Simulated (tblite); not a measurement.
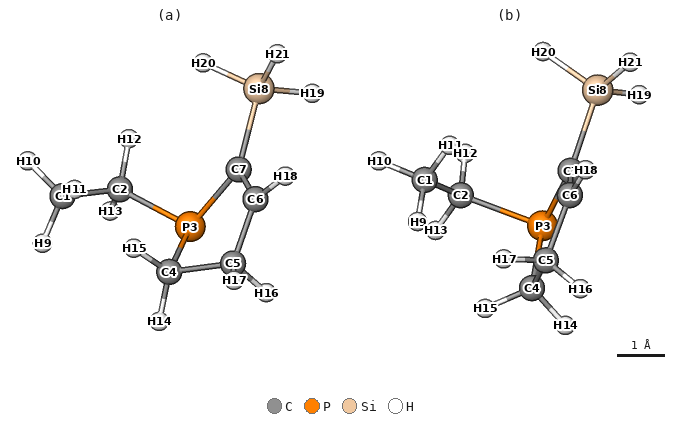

The structure of C$_{6}$H$_{13}$PSi before (left) and after (right) a relaxation, at one scale.

The picture is a ball-and-stick view, seen at a tilt.

Computed with GFN2-xTB geometry optimisation, gas phase in tblite. 

Summarise the run.

Answer. The atom that moves furthest after the best rigid fit is H15 (1.91 Å). By element the largest moves are H 1.91 Å, C 0.92 Å, P 0.52 Å, Si 0.12 Å. Among the contacts that change: C5–H16 1.130 → 1.093 Å, C7–Si8 1.845 → 1.879 Å, C5–C6 1.463 → 1.495 Å, C6–H18 1.113 → 1.082 Å. Among the angles between lasting bonds that change: P3–C4–C5 94.5° → 109.2°, C2–P3–C7 111.9° → 98.8°, C2–P3–C4 111.0° → 101.9°. Groups turn about C4–C5 by about 55°, C2–P3 by about 45°, C5–C6 by about 40°. After 134 geometry steps the energy has fallen by 83.6 kJ/mol. Cost: 0.99 s on 1 thread of Arm Neoverse V2, with other jobs on the host.
